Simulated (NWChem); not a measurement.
**C2H3O2S− (SMILES O=[SH]/C=C/[O-]) at 3 levels**

We compute a comparison of 3 runs (HF/STO-3G, HF/3-21G, B3LYP/6-31G*) of C2H3O2S−. 

The results are computed with NWChem 7.3.0.

## 1. The structure to begin with

The species is C2H3O2S− (8 atoms), meant as a singlet with charge -1. As SMILES, `O=[SH]/C=C/[O-]`. Geometry: relaxed at GFN2-xTB. This is one conformer, not always the lowest.

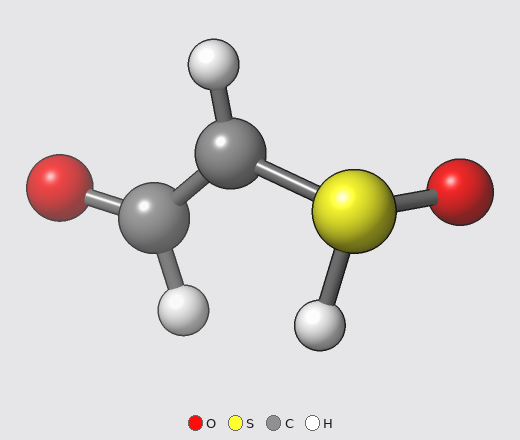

The structure, seen from a chosen angle (oxygen red, sulfur yellow, carbon grey, hydrogen white).

## 2. Energy and forces at HF/STO-3G (run 1)

run.py

```python
from ase import Atoms
from ase.calculators.nwchem import NWChem

system = Atoms('OSCCOHHH', positions=[
    [0.406900, 0.968080, 2.239060],
    [0.069580, 1.315280, 0.822140],
    [0.608350, 0.090000, -0.298270],
    [-0.212810, -0.886500, -0.794010],
    [0.036330, -1.744360, -1.660970],
    [-1.278560, 0.900820, 0.686910],
    [1.613280, 0.230450, -0.662420],
    [-1.243070, -0.873760, -0.332440],
])

calc = NWChem(
    label='c2h3o2s',
    theory='scf',
    memory='2200 mb',
    basis='STO-3G',
    basispar='spherical bse',
    charge=-1,
    scf={'nopen': '0', 'rhf': None, 'thresh': '1e-08', 'maxiter': '80'},
)
system.calc = calc

forces = system.get_forces()
print(f"energy = {system.get_potential_energy():.6f} eV")
print("forces (eV/A):")
for s, f in zip(system.symbols, forces):
    print(f"{s:2s} {f[0]:10.5f} {f[1]:10.5f} {f[2]:10.5f}")
print("dipole (e A):", system.get_dipole_moment().round(4))
```

Run with:

```sh
export ASE_NWCHEM_COMMAND="nwchem PREFIX.nwi > PREFIX.nwo"
python run.py
```

The program printed:

```text
energy = -16789.961232 eV
forces (eV/A):
O     2.37395   -2.03873    9.20938
S    -3.97148    2.47011   -7.97957
C     1.51299   -0.02617   -0.80620
C    -0.72834   -0.28205    0.27650
O     0.02715   -0.83869   -0.75961
H     0.91408    0.71209    0.03754
H    -0.37780   -0.03980    0.13565
H     0.24945    0.04319   -0.11375
dipole (e A): [-0.4171  0.5948 -0.1053]
```

The calculator wrote c2h3o2s.nwi:

```
title "c2h3o2s"

permanent_dir c2h3o2s

scratch_dir c2h3o2s

start c2h3o2s

geometry units angstrom nocenter noautosym noautoz
  O  4.0689999999999998e-01 9.6808000000000005e-01 2.2390599999999998e+00
  S  6.9580000000000003e-02 1.3152800000000000e+00 8.2213999999999998e-01
  C  6.0834999999999995e-01 8.9999999999999997e-02 -2.9826999999999998e-01
  C  -2.1281000000000000e-01 -8.8649999999999995e-01 -7.9400999999999999e-01
  O  3.6330000000000001e-02 -1.7443599999999999e+00 -1.6609700000000001e+00
  H  -1.2785599999999999e+00 9.0081999999999995e-01 6.8691000000000002e-01
  H  1.6132800000000000e+00 2.3044999999999999e-01 -6.6242000000000001e-01
  H  -1.2430699999999999e+00 -8.7375999999999998e-01 -3.3244000000000001e-01
end

charge -1

memory 2200 mb

basis spherical bse noprint
   * library STO-3G
end

scf
  nopen 0
  rhf
  thresh 1e-08
  maxiter 80
end

task scf gradient
```

c2h3o2s.nwo:

```text
Northwest Computational Chemistry Package (NWChem) 7.3.0
             --------------------------------------------------------

           Job information
           ---------------

    nwchem branch   = 7.3.0
    use scalapack   = T
    input           = c2h3o2s.nwi
    prefix          = c2h3o2s.
    data base       = c2h3o2s/c2h3o2s.db
    status          = startup
    nproc           =        1

           Memory information
           ------------------

[... 5 lines left out ...]
    hardfail = no
[... 136 lines left out ...]
         Quadratically convergent ROHF
[... 15 lines left out ...]
       Final RHF  results
[... 4 lines left out ...]
      Two-electron energy =    460.362526640468
[... 41 lines left out ...]
                       ROHF Final Molecular Orbital Analysis
[... 241 lines left out ...]
                 ----------------------------------------
                 |  Time  |  1-e(secs)   |  2-e(secs)   |
                 ----------------------------------------
                 |  CPU   |       0.00   |       0.21   |
                 ----------------------------------------
                 |  WALL  |       0.00   |       0.21   |
                 ----------------------------------------

 Task  times  cpu:        1.5s     wall:        1.5s
 Total times  cpu:        1.5s     wall:        1.5s
```

It took 2.3 s on 1 thread of AMD EPYC 9R45 (Zen 5), shared host; peak memory 0.099 GiB.

## 3. Energy and gradient at HF/3-21G (run 2)

c2h3o2s.nw

```
start c2h3o2s
title "C2H3O2S"
memory total 2200 mb
charge -1
geometry units angstrom noautosym nocenter noautoz
  O        0.406900       0.968080       2.239060
  S        0.069580       1.315280       0.822140
  C        0.608350       0.090000      -0.298270
  C       -0.212810      -0.886500      -0.794010
  O        0.036330      -1.744360      -1.660970
  H       -1.278560       0.900820       0.686910
  H        1.613280       0.230450      -0.662420
  H       -1.243070      -0.873760      -0.332440
end
basis spherical bse
  O library 3-21G
  S library 3-21G
  C library 3-21G
  H library 3-21G
end
scf
  nopen 0
  rhf
  thresh 1e-08
  maxiter 80
end
task scf gradient
```

Run with:

```sh
nwchem c2h3o2s.nw > c2h3o2s.out
```

The program printed:

```text
[...]
  functions       =    55
[...]
  wavefunction    = RHF
[...]
         Total SCF energy =   -621.311104545894
      One-electron energy =  -1288.428726150883
      Two-electron energy =    454.788225199361
 Nuclear repulsion energy =    212.329396405629
        Time for solution =      1.4s
[...]
                         RHF ENERGY GRADIENTS
    atom               coordinates                        gradient
                 x          y          z           x          y          z
   1 O       0.768930   1.829406   4.231210   -0.035300   0.017616  -0.139253
   2 S       0.131487   2.485519   1.553619    0.048077  -0.012275   0.107463
   3 C       1.149615   0.170075  -0.563649   -0.009286  -0.011183   0.021016
   4 C      -0.402153  -1.675242  -1.500461    0.005989   0.009628  -0.004129
   5 O       0.068654  -3.296362  -3.138778    0.003255   0.005666   0.004953
   6 H      -2.416128   1.702303   1.298072   -0.007212  -0.012810   0.006262
   7 H       3.048657   0.435487  -1.251792    0.006499   0.004507  -0.001482
   8 H      -2.349062  -1.651167  -0.628221   -0.012022  -0.001148   0.005171
[...]
```

Wall time 2.2 s (1 thread of AMD EPYC 9R45 (Zen 5), shared host); peak memory 0.099 GiB.

## 4. Energy and gradient at B3LYP/6-31G(d) (Cartesian functions) (run 3)

c2h3o2s.nw

```
echo
START c2h3o2s
memory stack 880 mb heap 220 mb global 1100 mb
charge -1
GEOMETRY units angstroms noautosym nocenter noautoz
O     0.406900    0.968080    2.239060
S     0.069580    1.315280    0.822140
C     0.608350    0.090000   -0.298270
C    -0.212810   -0.886500   -0.794010
O     0.036330   -1.744360   -1.660970
H    -1.278560    0.900820    0.686910
H     1.613280    0.230450   -0.662420
H    -1.243070   -0.873760   -0.332440
END
BASIS
* library 6-31G*
END
DFT
xc b3lyp
grid xfine
convergence energy 1e-08
iterations 100
mulliken
print low
END
TASK dft gradient
```

Run with:

```sh
nwchem c2h3o2s.nw > c2h3o2s.out
```

The program printed:

```text
[...]
 d= 0,ls=0.0,diis     1   -626.3075353870 -8.39D+02  5.46D-02  2.17D+00     1.8
[...]
 d= 0,ls=0.0,diis    12   -626.5966395441 -1.42D-09  8.25D-07  3.85D-09    17.7
         Total DFT energy =     -626.596639544144
      One electron energy =    -1293.208377251899
           Coulomb energy =      509.439395036604
    Exchange-Corr. energy =      -55.157053734477
 Nuclear repulsion energy =      212.329396405629
[...]
                         DFT ENERGY GRADIENTS
    atom               coordinates                        gradient
                 x          y          z           x          y          z
   1 O       0.768930   1.829406   4.231210   -0.012171  -0.003387  -0.036568
   2 S       0.131487   2.485519   1.553619    0.013771   0.014950   0.019967
   3 C       1.149615   0.170075  -0.563649   -0.005843  -0.031898  -0.008769
   4 C      -0.402153  -1.675242  -1.500461    0.015040   0.019383   0.005204
   5 O       0.068654  -3.296362  -3.138778   -0.000215   0.007613   0.007783
   6 H      -2.416128   1.702303   1.298072   -0.005540  -0.006742   0.009426
   7 H       3.048657   0.435487  -1.251792   -0.005907   0.000284   0.003300
   8 H      -2.349062  -1.651167  -0.628221    0.000864  -0.000204  -0.000342
 Task  times  cpu:       21.1s     wall:       21.1s
 Total times  cpu:       21.1s     wall:       21.1s
```

It took 22 s on 1 thread of AMD EPYC 9R45 (Zen 5), shared host; peak memory 0.14 GiB.

## 5. All runs side by side

| run | level | Cartesian functions | iteration cap | energy (Eh) | HOMO energy (eV) | LUMO energy (eV) | HOMO–LUMO gap (eV) | wall time |
| --- | --- | --- | --- | --- | --- | --- | --- | --- |
| 1 | HF/STO-3G | no | 80 | -617.019700 | 1.70 | 15.87 | 14.18 | 2.3 s |
| 2 | HF/3-21G | no | 80 | -621.311105 | -2.82 | 9.09 | 11.91 | 2.2 s |
| 3 | B3LYP/6-31G* (Cartesian functions) | yes | 100 | -626.596640 | – | – | – | 22 s |

## 6. Summary of results

| quantity | value |
| --- | --- |
| run 3: total energy | -626.59664 Eh |
| run 3: largest force on an atom | 1.989 eV/Å |

In run 1 the HOMO lies above zero, so the outermost electron may be held by the basis alone. In run 1 the basis is minimal, so the values are rough. All runs together took 26 s, the longest 22 s.
